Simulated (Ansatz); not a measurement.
## Moving the knobs of a GW run on GaCuSe2 (I-42d)

Aim: change settings of a G0W0 run on GaCuSe2 (I-42d) and see what moves.

Calculated with Ansatz 0.2.0; G0W0 on PBE, plane waves, PAW; PAW set soft_1.

In doubt: one-shot GW on d or f shells is unsure, so the values of those runs are not to be relied on.

### 1. The structure

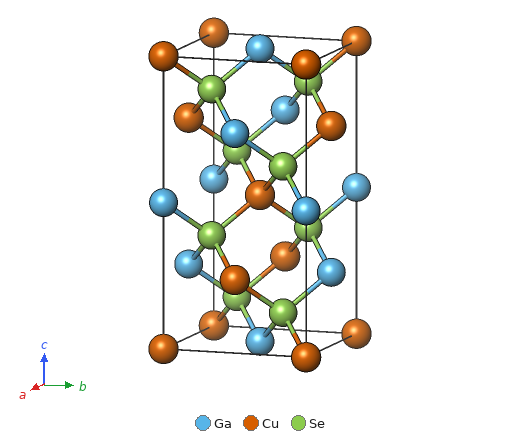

Start, viewed slightly off an axis; gallium blue, copper orange, selenium green. This picture shows the conventional cell, with its axes. Bonds to atoms that aren't drawn are left out. Some periodic images of atoms are drawn too.

The cell and positions come from the Crystallography Open Database and are kept as given unless a step says otherwise.

### 2. The base run: 4×4×4 mesh, 395 empty bands, screening to 100 eV, PAW set soft_1 files

Now the one-shot GW correction: screening in the RPA, then the self-energy of the levels asked for. This step takes PAW set soft_1 files.

input.yaml

```yaml
crystal:
  lattice:
    - [-2.80955, 2.80955, 5.513]
    - [2.80955, -2.80955, 5.513]
    - [2.80955, 2.80955, -5.513]
  atoms:
    - { symbol: Ga, position: [0.5, 0.5, 0.0] }
    - { symbol: Ga, position: [0.25, 0.75, 0.5] }
    - { symbol: Cu, position: [0.0, 0.0, 0.0] }
    - { symbol: Cu, position: [0.75, 0.25, 0.5] }
    - { symbol: Se, position: [0.375, 0.37562, 0.50062] }
    - { symbol: Se, position: [0.62438, 0.125, 0.99938] }
    - { symbol: Se, position: [0.875, 0.87438, 0.49938] }
    - { symbol: Se, position: [0.12562, 0.625, 0.00062] }
kpoints:
  mp_grid: { grid: [4, 4, 4] }
hamiltonian:
  xc: pbe
  pseudopotentials: { kind: paw, azcp: { folder: soft_1 } }
scf:
  occupations: { method: fixed }
gw:
  n_empty_bands: 395
  ecut_chi: 100
  qp_bands: [v2, c2]
  qp_kpoints: band_edges
  screening: { model: contour_deformation }
```

On the command line:

```
> ansatz run input.yaml --threads 2 --pin off --max-ram 92160MiB --backend cuda --events-out ev --progress --plain --runs-dir out --devices 1 --max-vram 13GiB
```

Numbers of over 12 decimals in the logs are rounded to 6 here.

What it wrote:

```text
GPUs: using 1 of 1 available (devices: 1).
Engine: ansatz 0.2.0, x86_64-unknown-linux-gnu
Pseudopotentials: kind: paw
Pseudopotential: Ga, paw, valence charge 13, recommended cutoff 420 eV (normal), soft_1/Ga.paw.azcp
Pseudopotential: Cu, paw, valence charge 19, recommended cutoff 420 eV (normal), soft_1/Cu.paw.azcp
Pseudopotential: Se, paw, valence charge 16, recommended cutoff 420 eV (normal), soft_1/Se.paw.azcp
Functional definition: PBE
  parameter kappa = 0.804
  parameter beta = 0.066725
  exchange = pbe_x(kappa = kappa, mu = beta*pi^2/3)
  correlation = pbe_c(beta = beta)
device memory: the entry about to start is reckoned to put 3.1 GiB on a device that reports 53.8 GiB free (of which the cap on the GPU budget leaves the run 13.0 GiB)
GPU FFT provider: cuFFT
GPU libraries: cuBLAS 13.8.2, cuFFT 12.4.0, cuSOLVER 12.3.4
Crystal: 8 atoms, lattice volume = 174.069 Å³
Basis set: ecut = 420 eV, 3451 PW (Γ)
Bands: 77, of which v1, the nominal top of the filled ones, is band 64 counted from 1 (63 counted from 0)
Symmetry: 8 space group operations
Space group: I-42d (ITA 122), of the structure as read, at distance tolerance 5.6e-5 Å
k-points: 13 of 64 (time reversal used)
Non-local potential: Ga, projectors of the file, l = 0: 2, l = 1: 2, l = 2: 3, l = 3: 1
Non-local potential: Cu, projectors of the file, l = 0: 3, l = 1: 2, l = 2: 3, l = 3: 1
Non-local potential: Se, projectors of the file, l = 0: 2, l = 1: 2, l = 2: 3, l = 3: 1
PAW form: soft (Blöchl's): semilocal exchange-correlation on the pseudo side does not see the compensation charge
PAW one-centre angular grid: Ga, 590 points (default); XC on 64 Gauss nodes
PAW one-centre angular grid: Cu, 590 points (default); XC on 64 Gauss nodes
PAW one-centre angular grid: Se, 590 points (default); XC on 64 Gauss nodes
Initial density: superposition of atomic densities (chi_scale 0.1, normalization cell, long waves kept (reshape's long-wave potential 0.00 eV rms))
Initial wavefunctions: pseudopotential atomic-orbital guess
GPU buffer pool allocated for 110592 grid points (all kernels)
GPU transforms: local potential and band sums: pruned to the plane-wave sphere, on 45×45×45
Functional: x = pbe(κ = 0.804, μ = 0.219515), c = pbe(β = 0.066725)
SCF iter   1: F=—  HF=-42697.620019 eV  |F-HF|=—  |Δ(HF+E_count)|=         —  Δρ=5.71e-2  dr2=4.13e0  ethr=3.10e-3  ⟨swp⟩=4.5  Hψ=2816  notcnv=0  defer=131
preconditioner: auto → Resta (q_TF=auto, 2.592 Å⁻¹)  ε∞=4.4  [insulator: Δε(μ)=0.558 eV  Ē_g=12.923 eV  n_scr=60 (ndim 8)  ℏωp=23.9 eV  f_vac=0.054  ε∞_Penn≈4.4]
SCF iter   2: F=—  HF=-42696.890323 eV  |F-HF|=—  |Δ(HF+E_count)|=   7.30e-1  Δρ=4.55e-2  dr2=1.93e0  ethr=3.10e-3  ⟨swp⟩=2.5  Hψ=1710  notcnv=0  defer=102
[...]
E_xc         = -603.508695
  E_vxc        = -649.684831  (∫ρ·V_xc dr)
  E_paw        = -16145.337737  (= ΣΔE_a)
  E_vpaw       = -3070.296283  (= ΣTr[D̂ρ^β])
  E_aug_tail   = 0.000064  (compensation charges beyond the density's cutoff)
  E_ewald      = -14336.105182
  E_smearing   = -0.000000  (= −TS)
  E_closure    = -0.000000  (closes the sum)
  Σ components = -42696.497043   (vs F -42696.497043, Δ=0.00e0)
--- Band table (eV; the first three rows and the last of 13) ---
  k-point 0: bands = [... 60 lower, 7.0124, 8.4122, 8.4122, 8.5406, 8.7722, 10.4455, 10.8138, 12.5284, ... 9 higher]
  k-point 1: bands = [... 60 lower, 7.2481, 7.3059, 7.9141, 8.2571, 10.2364, 10.7663, 11.7446, 12.1273, ... 9 higher]
  k-point 2: bands = [... 60 lower, 7.7229, 7.7229, 8.0399, 8.0399, 9.7272, 9.7272, 11.8613, 11.8613, ... 9 higher]
  k-point 12: bands = [... 60 lower, 7.3137, 7.3137, 7.6311, 7.6311, 10.4165, 10.4165, 10.5009, 10.5009, ... 9 higher]
--- G₀W₀: contour deformation, 9 samples at zero and on the imaginary axis and 2 off it, 64 q-points, 395 empty bands' worth ---
  eigenvalues of the whole cell's RPA ε∞ on this k-mesh (on a slab, of 1 + 4πα/V) = 45.6866, 45.6866, 136.0800; static W/v taken at q = 0 is 0.015307
  bands read: the sum over 459 bands ends inside a degenerate multiplet in 4 slots, whose members it reads at an even weight; the widest, k=2: bands 459 to 460 (counted from 1) at 1/2 each
  gw.qp_kpoints: band_edges: 8 of 13 stored k-points solved, in 1 pass; an edge of the gap read off the rows below is read off those points alone
    valence top: of the k-points left out ik 8 came nearest to being solved in a further pass, in band 64 (counted from 1, as in the quasiparticle table): it holds the edge there only if its correction is more favourable than any solved in that band by at least 0.520 eV; those differ by 0.032 eV
    conduction bottom: of the k-points left out ik 7 came nearest to being solved in a further pass, in band 66 (counted from 1, as in the quasiparticle table): it holds the edge there only if its correction is more favourable than any solved in that band by at least 1.112 eV; those differ by 0.278 eV
    ik  band        ε_KS         Σx   Σc(E_QP)       V_xc       Z   E_QP_lin       E_QP  E_QP is
     0    63      8.4122   -31.2546     4.5445   -26.4129  0.6676     8.1008     8.1150  root
     0    64      8.5406   -31.6903     4.6451   -26.7508  0.6667     8.2323     8.2461  root
     0    65      8.7722   -11.1930    -3.4300   -14.8921  0.7271     9.0523     9.0413  root
     0    66     10.4455    -9.6136    -3.3067   -12.9033  0.7259    10.4286    10.4285  root
     1    63      7.9141   -33.9367     5.7697   -27.8557  0.6431     7.5862     7.6028  root
     1    64      8.2571   -31.5614     4.8009   -26.4489  0.6629     7.9293     7.9455  root
     1    65     10.2364   -12.5252    -3.4395   -16.2324  0.7114    10.5152    10.5041  root
     1    66     10.7663   -11.7510    -3.4888   -15.4295  0.7128    10.9612    10.9560  root
[...]
12    63      7.6311   -35.1890     6.2421   -28.6278  0.6346     7.2942     7.3119  root
    12    64      7.6311   -35.1890     6.2421   -28.6278  0.6346     7.2942     7.3119  root
    12    65     10.4165   -13.6609    -3.0825   -16.9469  0.7096    10.6260    10.6200  root
    12    66     10.4165   -13.6609    -3.0825   -16.9469  0.7096    10.6260    10.6200  root
[key lines of the parts left out:]
SCF converged after 11 iterations
Free energy (F): -42696.497043 eV
Fermi energy:    8.540614 eV
```

Run time: 51 s. Hardware: 1 × NVIDIA H100 80GB HBM3 (shared by 6 runs) with 2 threads of AMD EPYC 7R13 (Zen 3), shared host; peak memory 2 GiB.

Reading the cycles: dr2 is the Hartree energy of the density residual (eV), the measure of convergence; HF is the Harris–Foulkes estimate of the energy, which meets the free energy F at convergence.

This step gave:

```yaml
bands_summed: 459
rpa_eps_infinity_on_this_mesh_eigenvalues: 45.69, 45.69, 136.1
plane_waves_in_the_screening_matrix: 405
q_points_in_the_mesh: 64
g0w0_gap_on_the_mesh: 0.7952 eV
k_of_the_valence_top: 0, 0, 0
k_of_the_conduction_bottom: 0, 0, 0
starting_gap_on_the_mesh: 0.2316 eV
z_at_the_valence_top: 0.6667
z_at_the_conduction_bottom: 0.7271
least_direct_g0w0_gap_on_the_computed_points: 0.7952 eV
```

The gap on the mesh goes from 0.23 eV to 0.80 eV, a correction of +0.56 eV. Between the two edge states, bare exchange in place of the xc potential would open the gap by 8.64 eV, and correlation takes back 8.08 eV.

### 3. Variant: potentials

Other atomic data (norm-conserving) test the pseudisation: the cutoff goes from 420 to 1251.72 eV, with the same valence electrons.

This step: G0W0 on PBE, plane waves, norm-conserving pseudopotentials.

input.yaml, as its differences from that of step 2:

```diff
@@ -18,3 +18,3 @@
   xc: pbe
-  pseudopotentials: { kind: paw, azcp: { folder: soft_1 } }
+  pseudopotentials: { kind: nc }
 scf:
```

What it wrote:

```text
GPUs: using 1 of 1 available (devices: 1).
[...]
GPU FFT provider: cuFFT
GPU libraries: cuBLAS 13.8.2, cuFFT 12.4.0, cuSOLVER 12.3.4
Crystal: 8 atoms, lattice volume = 174.069 Å³
Basis set: ecut = 1251.723767 eV, 17507 PW (Γ)
Bands: 77, of which v1, the nominal top of the filled ones, is band 64 counted from 1 (63 counted from 0)
[... 1 set-up line as in the run before ...]
[...]
k-points: 13 of 64 (time reversal used)
[...]
GPU buffer pool allocated for 512000 grid points (all kernels)
[...]
SCF iter   1: F=—  HF=-27690.441635 eV  |F-HF|=—  |Δ(HF+E_count)|=         —  Δρ=5.84e-2  dr2=4.96e0  ethr=3.10e-3  ⟨swp⟩=5.0  Hψ=3176  notcnv=0  defer=139
[...]
SCF iter   8: F=-27688.893404 eV  HF=-27688.893404 eV  |F-HF|=1.55e-7  |Δ(HF+E_count)|=   3.87e-6  Δρ=7.86e-6  dr2=8.37e-8  ethr=7.81e-11  ⟨swp⟩=11.5  Hψ=5326  notcnv=0
SCF 1 converged in 8 iterations: F = -27688.893404 eV  dr2 = 8.37e-8
[...]
0    63      9.3394   -31.2140     4.5400   -26.3782  0.6677     9.0297     9.0437  root
     0    64      9.4656   -31.6352     4.6387   -26.7027  0.6668     9.1582     9.1719  root
     0    65      9.6979   -11.2025    -3.4246   -14.9107  0.7273     9.9941     9.9815  root
     0    66     11.3751    -9.5780    -3.3143   -12.8779  0.7261    11.3606    11.3606  root
     1    63      8.8400   -33.8732     5.7569   -27.8011  0.6431     8.5079     8.5249  root
     1    64      9.1848   -31.5169     4.7945   -26.4111  0.6629     8.8574     8.8735  root
     1    65     11.1605   -12.5419    -3.4294   -16.2573  0.7115    11.4596    11.4465  root
     1    66     11.6921   -11.7462    -3.4910   -15.4418  0.7128    11.9029    11.8966  root
[...]
12    63      8.5592   -35.1211     6.2269   -28.5704  0.6346     8.2171     8.2354  root
    12    64      8.5592   -35.1211     6.2269   -28.5704  0.6346     8.2171     8.2354  root
    12    65     11.3411   -13.6553    -3.0834   -16.9588  0.7096    11.5688    11.5612  root
    12    66     11.3411   -13.6553    -3.0834   -16.9588  0.7096    11.5688    11.5612  root
[key lines of the parts left out:]
SCF converged after 8 iterations
Free energy (F): -27688.893404 eV
Fermi energy:    9.465600 eV
```

Wall time 1.7 min (1 × NVIDIA H100 80GB HBM3 (shared by 6 runs) with 2 threads); peak memory 3.7 GiB.

The G0W0 gap on the mesh is 0.810 eV.

Against the base:

| setting | base | variant |
| --- | --- | --- |
| files | PAW set soft_1 | norm-conserving |

| quantity | variant | base |
| --- | --- | --- |
| starting gap on the mesh | 0.232 | 0.232 |
| G0W0 gap on the mesh | 0.810 | 0.795 |
| least direct G0W0 gap on the computed points | 0.810 | 0.795 |
| Z at the valence top | 0.667 | 0.667 |
| Z at the conduction bottom | 0.727 | 0.727 |

### 4. Variant: potentials

This step: G0W0 on PBE, plane waves, PAW.

input.yaml, as its differences from that of step 3:

```diff
@@ -18,3 +18,3 @@
   xc: pbe
-  pseudopotentials: { kind: nc }
+  pseudopotentials: { kind: paw, source: ansatz }
 scf:
```

What it wrote:

```text
GPUs: using 1 of 1 available (devices: 1).
[...]
GPU FFT provider: cuFFT
GPU libraries: cuBLAS 13.8.2, cuFFT 12.4.0, cuSOLVER 12.3.4
Crystal: 8 atoms, lattice volume = 174.069 Å³
Basis set: ecut = 1020 eV, 12873 PW (Γ)
Bands: 87, of which v1, the nominal top of the filled ones, is band 72 counted from 1 (71 counted from 0)
[... 1 set-up line as in the run before ...]
[...]
k-points: 13 of 64 (time reversal used)
[...]
GPU buffer pool allocated for 512000 grid points (all kernels)
[...]
SCF iter   1: F=—  HF=-51960.907301 eV  |F-HF|=—  |Δ(HF+E_count)|=         —  Δρ=8.20e-2  dr2=7.45e0  ethr=3.10e-3  ⟨swp⟩=5.0  Hψ=3435  notcnv=0  defer=164
[...]
SCF iter  10: F=-51958.511862 eV  HF=-51958.511862 eV  |F-HF|=7.02e-8  |Δ(HF+E_count)|=   9.69e-7  Δρ=4.19e-6  dr2=2.20e-8  ethr=6.94e-11  ⟨swp⟩=10.8  Hψ=5942  notcnv=0
SCF 1 converged in 10 iterations: F = -51958.511862 eV  dr2 = 2.20e-8
[...]
0    71      9.5634   -31.2512     4.5425   -26.4058  0.6678     9.2455     9.2604  root
     0    72      9.6919   -31.6840     4.6421   -26.7410  0.6669     9.3764     9.3910  root
     0    73      9.9265   -11.1801    -3.4312   -14.8794  0.7273    10.2055    10.1946  root
     0    74     11.5970    -9.6097    -3.3073   -12.8997  0.7260    11.5798    11.5797  root
     1    71      9.0654   -33.9279     5.7658   -27.8444  0.6433     8.7304     8.7477  root
     1    72      9.4084   -31.5573     4.7985   -26.4413  0.6631     9.0739     9.0909  root
     1    73     11.3903   -12.5163    -3.4416   -16.2243  0.7117    11.6676    11.6567  root
     1    74     11.9183   -11.7450    -3.4898   -15.4240  0.7131    12.1127    12.1075  root
[...]
12    71      8.7827   -35.1778     6.2376   -28.6145  0.6348     8.4384     8.4570  root
    12    72      8.7827   -35.1778     6.2376   -28.6145  0.6348     8.4384     8.4570  root
    12    73     11.5682   -13.6533    -3.0844   -16.9411  0.7099    11.7776    11.7716  root
    12    74     11.5682   -13.6533    -3.0844   -16.9411  0.7099    11.7776    11.7716  root
[key lines of the parts left out:]
SCF converged after 10 iterations
Free energy (F): -51958.511862 eV
Fermi energy:    9.691886 eV
```

It took 2.1 min on 1 × NVIDIA H100 80GB HBM3 (shared by 6 runs) with 2 threads; peak memory 3.4 GiB.

The G0W0 gap on the mesh is 0.804 eV.

Against the base:

| setting | base | variant |
| --- | --- | --- |
| files | PAW set soft_1 | hard PAW |

| quantity | variant | base |
| --- | --- | --- |
| starting gap on the mesh | 0.235 | 0.232 |
| G0W0 gap on the mesh | 0.804 | 0.795 |
| least direct G0W0 gap on the computed points | 0.804 | 0.795 |
| Z at the valence top | 0.667 | 0.667 |
| Z at the conduction bottom | 0.727 | 0.727 |

### 5. Variant: frequency model

A plasmon pole stands in for the full frequency dependence of the screening; this run shows what that costs in accuracy.

This step: G0W0 on PBE, plane waves, PAW; PAW set soft_1.

input.yaml, as its differences from that of step 4:

```diff
@@ -18,3 +18,3 @@
   xc: pbe
-  pseudopotentials: { kind: paw, source: ansatz }
+  pseudopotentials: { kind: paw, azcp: { folder: soft_1 } }
 scf:
@@ -26,2 +26,2 @@
   qp_kpoints: band_edges
-  screening: { model: contour_deformation }
+  screening: { model: godby_needs }
```

What it wrote:

```text
GPUs: using 1 of 1 available (devices: 1).
[...]
GPU FFT provider: cuFFT
GPU libraries: cuBLAS 13.8.2, cuFFT 12.4.0, cuSOLVER 12.3.4
Crystal: 8 atoms, lattice volume = 174.069 Å³
Basis set: ecut = 420 eV, 3451 PW (Γ)
Bands: 77, of which v1, the nominal top of the filled ones, is band 64 counted from 1 (63 counted from 0)
[... 1 set-up line as in the run before ...]
[...]
k-points: 13 of 64 (time reversal used)
[...]
GPU buffer pool allocated for 110592 grid points (all kernels)
[...]
SCF iter   1: F=—  HF=-42697.620019 eV  |F-HF|=—  |Δ(HF+E_count)|=         —  Δρ=5.71e-2  dr2=4.13e0  ethr=3.10e-3  ⟨swp⟩=4.5  Hψ=2816  notcnv=0  defer=131
[...]
SCF iter  11: F=-42696.497043 eV  HF=-42696.497043 eV  |F-HF|=3.20e-9  |Δ(HF+E_count)|=   2.46e-7  Δρ=2.39e-6  dr2=7.70e-9  ethr=7.81e-11  ⟨swp⟩=9.2  Hψ=4028  notcnv=0
SCF 1 converged in 11 iterations: F = -42696.497043 eV  dr2 = 7.70e-9
[...]
0    63      8.4122   -31.2546     4.5420   -26.4129  0.7547     8.1119     8.1125  root
     0    64      8.5406   -31.6903     4.6461   -26.7508  0.7538     8.2466     8.2472  root
     0    65      8.7722   -11.1930    -3.4063   -14.8921  0.8028     9.0654     9.0650  root
     0    66     10.4455    -9.6136    -3.3583   -12.9033  0.8047    10.3769    10.3769  root
     1    63      7.9141   -33.9367     5.7345   -27.8557  0.7413     7.5665     7.5676  root
     1    64      8.2571   -31.5614     4.7880   -26.4489  0.7523     7.9318     7.9326  root
     1    65     10.2364   -12.5252    -3.3869   -16.2324  0.7942    10.5571    10.5566  root
     1    66     10.7663   -11.7510    -3.4702   -15.4295  0.7960    10.9748    10.9745  root
[...]
12    63      7.6311   -35.1890     6.1961   -28.6278  0.7360     7.2647     7.2659  root
    12    64      7.6311   -35.1890     6.1961   -28.6278  0.7360     7.2647     7.2659  root
    12    65     10.4165   -13.6609    -3.0496   -16.9469  0.7914    10.6532    10.6529  root
    12    66     10.4165   -13.6609    -3.0496   -16.9469  0.7914    10.6532    10.6529  root
[key lines of the parts left out:]
SCF converged after 11 iterations
Free energy (F): -42696.497043 eV
Fermi energy:    8.540614 eV
```

Elapsed: 70 s, on 1 × NVIDIA H100 80GB HBM3 (shared by 6 runs) with 2 threads; peak memory 2.7 GiB.

The G0W0 gap on the mesh is 0.818 eV.

Against the base:

| setting | base | variant |
| --- | --- | --- |
| frequency model | contour deformation | plasmon pole |

| quantity | variant | base |
| --- | --- | --- |
| starting gap on the mesh | 0.232 | 0.232 |
| G0W0 gap on the mesh | 0.818 | 0.795 |
| least direct G0W0 gap on the computed points | 0.818 | 0.795 |
| Z at the valence top | 0.754 | 0.667 |
| Z at the conduction bottom | 0.803 | 0.727 |

### 6. Summary of results

```yaml
base: 0.80 eV, 51 s
potentials: 0.81 eV, 1.7 min
potentials: 0.80 eV, 2.1 min
frequency_model: 0.82 eV, 70 s
```

In words: Potentials: the gap moves by +0.01 eV and the time by a factor of 2.1 (the plane-wave cutoff goes from 420 to 1251.72 eV). Potentials: the gap moves by +0.01 eV and the time by a factor of 2.5 (the plane-wave cutoff goes from 420 to 1020 eV). Frequency model: the gap moves by +0.02 eV. All runs here use a coarse mesh and modest cutoffs; they test settings and are not final values. The 4×4×4 mesh is coarse for this cell (its supercell is 27 Å along the shortest edge). The RPA ε∞ on it, from the PBE start, is 45.69 and 136.08; such meshes misread the long-range screening, most where the gap is narrow. The RPA ε∞ on this mesh reaches over 25; with a narrow direct gap a coarse mesh can overstate it, and the correction is then too small. A d shell, filled or nearly so, lies near the gap. One-shot GW converges very slowly in bands there, not always from below, and on a semilocal start the gap tends to come out low; starts rich in exact exchange can overshoot instead. The many-body steps are scalar-relativistic: spin-orbit coupling is not in them.

[Paths, hosts, dates, memory and timing lines, banners, echoed tables and standing remarks are left out of the program output.]

[Logs are printed without paths, hosts, clocks, repeated set-up lines and the standing remarks that a program may print on its own settings, such as how far it seeks lower states.]

[Runs of the session that timed out or met a known fault of the program may be left out.]

[Cells called generated may have been cut or substituted from an entry of the Crystallography Open Database or the Materials Project.]

[Hosts, paths, dates, database ids (printed as entryN), source tags and the programs' standing remarks are cut or masked in the printed files.]
